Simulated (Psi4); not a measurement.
# BPH3F (SMILES FBP): B3LYP/6-31G(d) (spherical functions)

Aim: the vertical singlet–triplet gap of BPH3F at B3LYP/6-31G* (spherical functions), from 2 runs. 

Program for the calculation: Psi4 1.11.

2 further runs of the same task are left out: 2 set aside as unsound or not needed.

### 1 Starting point

BPH3F has 6 atoms, charge 0, and is taken as a singlet. SMILES: `FBP`. Geometry: relaxed at GFN2-xTB. This is one conformer, not always the lowest.

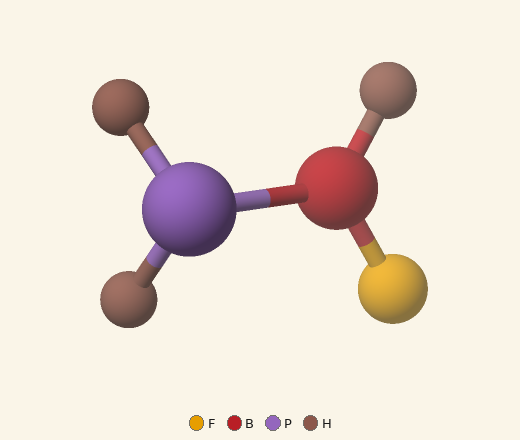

Viewed from a chosen angle; fluorine amber, boron red, phosphorus purple, hydrogen brown.

### 2 Energy and forces at B3LYP/6-31G(d) (spherical functions)

Contents of bfh3p.xyz:

```xyz
6
BFH3P
F     -1.238930    -1.193530     0.673800
B     -0.166900    -0.827020     0.005390
P      0.654190     0.824070     0.409390
H      0.286690    -1.614800    -0.737810
H      0.951110     1.217450    -0.879180
H     -0.486160     1.593830     0.528400
```

Contents of bfh3p_ase.py:

```python
import numpy as np
from ase.calculators.psi4 import Psi4
from ase.io import read

mol = read('bfh3p.xyz')
calc = Psi4(atoms=mol, method='b3lyp', basis='6-31G*', memory='1600MB', num_threads=1, charge=0, multiplicity=1, label='bfh3p')
calc.psi4.set_options({'puream': True, 'e_convergence': 1e-09, 'd_convergence': 1e-08, 'scf_type': 'pk', 'dft_radial_points': 99, 'dft_spherical_points': 590})
mol.calc = calc

forces = mol.get_forces()
print(f'energy: {mol.get_potential_energy():.6f} eV')
print('forces / eV A^-1')
print(np.round(forces, 5))
```

Command:

```bash
$ python bfh3p_ase.py
```

bfh3p.dat:

```text
[...]
  Running in c1 symmetry.
[...]
  Nuclear repulsion =   89.428122497960914
[...]
  Multiplicity = 1
[...]
  Nalpha       = 16
  Nbeta        = 16
[...]
    Number of basis functions: 52
[...]
   @RKS iter   1:  -467.81675215479339   -3.54916e-01   6.70236e-03 ADIIS/DIIS
[...]
   @RKS iter  11:  -467.88137399193545   -6.82121e-13   3.61356e-09 DIIS
[...]
    Orbital Energies [Eh]
    ---------------------
    Doubly Occupied:
       1A    -77.047726     2A    -24.707393     3A     -6.808658
       4A     -6.541829     5A     -4.703341     6A     -4.701744
       7A     -4.698660     8A     -1.217798     9A     -0.663295
      10A     -0.552083    11A     -0.478878    12A     -0.459950
      13A     -0.431830    14A     -0.397315    15A     -0.329135
      16A     -0.266346
[...]
  @RKS Final Energy:  -467.88137399193545
   => Energetics <=
    Nuclear Repulsion Energy =             89.4281224979609135
    One-Electron Energy =                -824.1451670898032944
    Two-Electron Energy =                 298.2829210928023826
    DFT Exchange-Correlation Energy =     -31.4472504928954244
    Empirical Dispersion Energy =           0.0000000000000000
    VV10 Nonlocal Energy =                  0.0000000000000000
    Total Energy =                       -467.8813739919354475
[...]
 Multipole Moments:
 ------------------------------------------------------------------------------------
     Multipole            Electronic (a.u.)      Nuclear  (a.u.)        Total (a.u.)
 ------------------------------------------------------------------------------------
 L = 1.  Multiply by 2.5417464519 to convert [e a0] to [Debye]
 Dipole X            :         -1.4956939            1.4303349           -0.0653591
 Dipole Y            :         -2.1185155            2.2777050            0.1591894
 Dipole Z            :          1.6906066           -2.0361758           -0.3455692
 Magnitude           :                                                    0.3860455
[...]
  -Total Gradient:
     Atom            X                  Y                   Z
    ------   -----------------  -----------------  -----------------
       1        0.012034868228     0.003495186397    -0.007490451203
       2        0.000015390155     0.001796510802     0.000448507317
       3       -0.013836668043     0.002730447358    -0.014100883075
       4       -0.006332823084     0.006312916451     0.008440832579
       5       -0.006478249984    -0.004255191396     0.016900467277
       6        0.014601042562    -0.010062485043    -0.004186839690
[...]
```

On the terminal:

```text
energy: -12731.700681 eV
forces / eV A^-1
[[-6.1886e-01 -1.7973e-01  3.8517e-01]
 [-7.9000e-04 -9.2380e-02 -2.3060e-02]
 [ 7.1151e-01 -1.4041e-01  7.2510e-01]
 [ 3.2565e-01 -3.2462e-01 -4.3405e-01]
 [ 3.3313e-01  2.1881e-01 -8.6906e-01]
 [-7.5082e-01  5.1743e-01  2.1530e-01]]
```

Run time: 14 s. Hardware: 1 thread of Intel Xeon Platinum 8488C (Sapphire Rapids), shared host; peak memory 0.69 GiB.

### 3 The triplet, same level

Contents of bfh3p.in:

```
memory 1.6 GB

molecule molecule1 {
  0 3
  F     -1.238930    -1.193530     0.673800
  B     -0.166900    -0.827020     0.005390
  P      0.654190     0.824070     0.409390
  H      0.286690    -1.614800    -0.737810
  H      0.951110     1.217450    -0.879180
  H     -0.486160     1.593830     0.528400
  symmetry c1
}

set globals {
  basis                6-31G*
  reference            uks
  puream               true
  e_convergence        1e-09
  d_convergence        1e-08
  scf_type             pk
  dft_radial_points    99
  dft_spherical_points 590
  maxiter              200
}

gradient("b3lyp")
print_variables()
```

Command:

```bash
$ psi4 -n 1 bfh3p.in bfh3p.out
```

bfh3p.out, shortened:

```text
[...]
  Running in c1 symmetry.
[...]
  Nuclear repulsion =   89.428122497960914
[...]
  Multiplicity = 3
[...]
  Nalpha       = 17
  Nbeta        = 15
[...]
    Number of basis functions: 52
[...]
   @UKS iter   1:  -467.58646038652921   -1.24624e-01   8.39121e-03 ADIIS/DIIS
[...]
   @UKS iter  16:  -467.70966199029459   -2.04636e-12   5.16995e-09 DIIS
[...]
   @S^2 Observed:                2.004307559E+00
[...]
  @UKS Final Energy:  -467.70966199029459
   => Energetics <=
    Nuclear Repulsion Energy =             89.4281224979609135
    One-Electron Energy =                -823.6291795944011938
    Two-Electron Energy =                 297.9276230943667088
    DFT Exchange-Correlation Energy =     -31.4362279882209705
    Empirical Dispersion Energy =           0.0000000000000000
    VV10 Nonlocal Energy =                  0.0000000000000000
    Total Energy =                       -467.7096619902945918
[...]
 Multipole Moments:
 ------------------------------------------------------------------------------------
     Multipole            Electronic (a.u.)      Nuclear  (a.u.)        Total (a.u.)
 ------------------------------------------------------------------------------------
 L = 1.  Multiply by 2.5417464519 to convert [e a0] to [Debye]
 Dipole X            :         -0.8760994            1.4303349            0.5542355
 Dipole Y            :         -1.2656437            2.2777050            1.0120613
 Dipole Z            :          2.0330557           -2.0361758           -0.0031201
 Magnitude           :                                                    1.1538868
[...]
  -Total Gradient:
     Atom            X                  Y                   Z
    ------   -----------------  -----------------  -----------------
       1        0.032966347496     0.003368222702    -0.028749645210
       2       -0.005061368667     0.025930254917     0.011718006464
       3       -0.010778493025     0.006588552649    -0.007030367678
       4       -0.018021826276     0.000445455431     0.013759708647
       5       -0.015973823676    -0.014687082148     0.018101895506
       6        0.016872491644    -0.021628528501    -0.007788284830
[...]
```

Wall time 25 s (1 thread of Intel Xeon Platinum 8488C (Sapphire Rapids), shared host); peak memory 0.68 GiB.

### 4 Results

Level: B3LYP/6-31G* (spherical functions).

| quantity | value |
| --- | --- |
| singlet: total energy | -467.88137 Eh |
| singlet: dipole moment | 0.98 D |
| singlet: HOMO energy | -7.25 eV |
| singlet: LUMO energy | -0.90 eV |
| singlet: HOMO–LUMO gap | 6.35 eV |
| singlet: largest force on an atom | 1.026 eV/Å |
| triplet: total energy | -467.70966 Eh |
| triplet: dipole moment | 2.93 D |
| triplet: HOMO energy (highest over α and β) | -2.70 eV |
| triplet: ⟨S²⟩ | 2.004 |
| triplet: largest force on an atom | 2.256 eV/Å |
| vertical energy of the triplet above the singlet | 4.673 eV |

In words: At this shape the triplet lies 4.67 eV (451 kJ/mol) above the singlet. The largest force (singlet) is 1.03 eV/Å: the shape isn't a stationary point for this species at this level.
